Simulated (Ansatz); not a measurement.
Os (P6_3/mmc): Drude plasma energy along x against volume

The cell of Os (P6_3/mmc) is scaled evenly and the response computed anew at each volume, on one mesh. x, y and z are the Cartesian axes of the input cell.

It takes space group P6_3/mmc (No. 194, hexagonal). Conventional cell: a = 2.734 Å, b = 2.734 Å, c = 4.320 Å, α = 90.00°, β = 90.00°, γ = 120.00°. Os on site c is surrounded by 12 Os at 2.68 to 2.73 Å.

Method: Ansatz 0.2.0, PBE, independent particles, k-mesh 18×18×9 with interpolation inside its cells, Gaussian parameter 0.1 eV.

Launch of the response step: `ansatz run input.yaml --threads 4 --pin off --max-ram 8192MiB --backend cpu --events-out ev --progress --plain --runs-dir out`. The series took 4.4 min in all, on 4 threads of Intel(R) Xeon(R) Processor @ 2.70GHz, with other jobs on the host.

```
V/V₀  V (Å³, primitive cell)  Drude plasma energy along x (eV)
0.94                   26.29                             8.541
0.96                   26.85                             8.358
0.98                   27.41                             8.186
1.00                   27.96                             8.034
1.02                   28.52                             7.878
1.04                   29.08                                 ?
1.06                   29.64                             7.591
```

For small changes the quantity should be close to linear in ln V.

Working, on the rows shown:

| x = ln(V/V₀) | y = Drude plasma energy along x |
| --- | --- |
| -0.0618754 | 8.541 |
| -0.040822 | 8.358 |
| -0.0202027 | 8.186 |
| 0 | 8.034 |
| 0.0198026 | 7.878 |
| 0.0582689 | 7.591 |

Means: x̄ = -0.0074714, ȳ = 8.098. Σ(x − x̄)(y − ȳ) = -0.0737, Σ(x − x̄)² = 0.009356. Slope = -0.0737 / 0.009356 = -7.878; intercept = ȳ − slope · x̄ = 8.0391. The line misses the rows shown by at most 0.014 eV.

**Question.** Predict the last column of the withheld row from the fit.

**Answer.** At x = 0.039221 the line gives y = 7.7302 eV. The run gave 7.731 eV, so the interpolation is off by 0.00083 eV, 0.1 % of the range in the table.

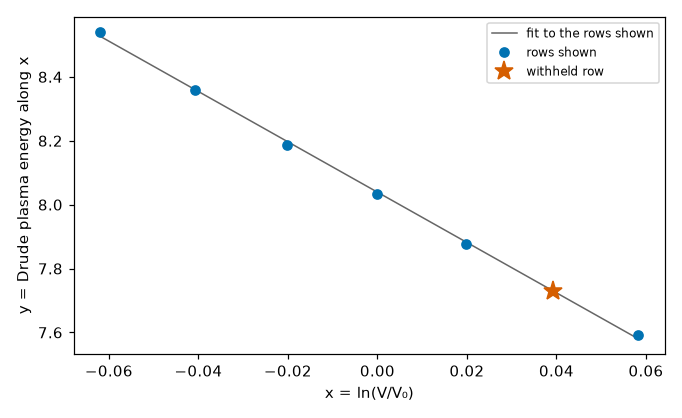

Between the rows on either side of x = 0 the slope is (7.878 − 8.186) / (0.019803 − (-0.020203)) = -7.699. So d ln ωp/d ln V = -0.96; free electrons would give −0.50. The values come from a sum over the points of one k-mesh and carry its error, which is largest for Fermi-surface quantities. Spin-orbit coupling is left out.

[Logs are printed without paths, hosts, clocks, repeated set-up lines and the standing remarks that a program may print on its own settings, such as how far it seeks lower states.]
